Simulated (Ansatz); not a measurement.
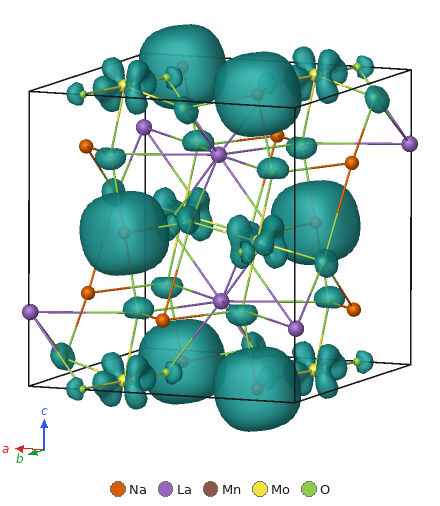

Figure. NaLaMnMoO₆. Isosurfaces of the magnetisation density (up minus down) at +0.05 (teal) and −0.05 e/Å³ (pink), seen at an oblique angle. Sticks mark near contacts.

Space group C2/c; a generated structure, not necessarily the stable one; the SCF solution may not be the lowest one; the program warned that another magnetic order may lie lower and a starting moment wasn't kept; spin-polarised.

Method: Kohn-Sham DFT of a periodic cell, r2SCAN, Ansatz PAW in Ansatz 0.2.0.

**Which atoms carry the moments, and with what signs?**

The spin density sits on Mn: +3.9 μB (×4) in one cell of 40 atoms, with smaller moments on other sites: Mo (up to +0.11 μB): parallel moments (a ferromagnetic arrangement) in this solution. The cell of the calculation (20 atoms) carries 9.7 μB of net spin moment. Only one sign reaches the isovalue.
